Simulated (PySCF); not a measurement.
H4O5Os (charge +2)

The calculation's input:

```
mol = gto.M(atom='''
Os     0.02835     0.00000     0.03343
O     -0.77232     0.00000     1.54262
O     -0.95016    -0.00000    -1.37669
O      1.74604    -0.00000     0.02406
O      0.10310     2.06492    -0.07928
H      0.83753     2.61364     0.31193
H     -0.67281     2.63807    -0.33092
O      0.10310    -2.06492    -0.07928
H     -0.67281    -2.63807    -0.33092
H      0.83753    -2.61364     0.31193''',
    basis={'Os': 'def2-SVP', 'O': 'def2-SVP', 'H': 'def2-SVP'},
    ecp={'Os': 'def2-SVP'},
    charge=2, spin=0)
mf = dft.RKS(mol, xc='B88,P86')
mf.grids.atom_grid = (75, 302)  # f atoms: at least (60, 302), unpruned
mf = mf.density_fit()  # Os def2-universal-JKFIT, O def2-universal-JKFIT, H def2-universal-JKFIT
mf.conv_tol = 1e-09; mf.max_cycle = 55
mf.kernel(dm0)
```

Launched as:

```sh
OMP_NUM_THREADS=2 python run.py
```

Core potentials replace the inner electrons of Os.

Method: RKS BP86, Os def2-SVP with ECP60, O def2-SVP, H def2-SVP; non-relativistic Hamiltonian with scalar-relativistic core potentials where named; density fitting (PySCF 2.14.0).

### Predict the electron density and electron localisation function between the atoms.

Os–O (1.71 Å): ρ at the midpoint is about 2 e/Å³; the ELF peaks at about 0.65 in the valence shell of O, 0.6 Å from its nucleus, and drops to about 0.40 between the two atoms.

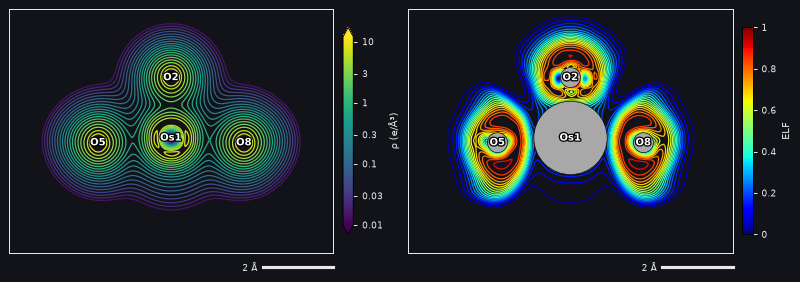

Computed electron density and electron localisation function on the plane of atoms O2, Os1 and O5, in this order. Grey discs cover the atomic cores in the ELF map. 
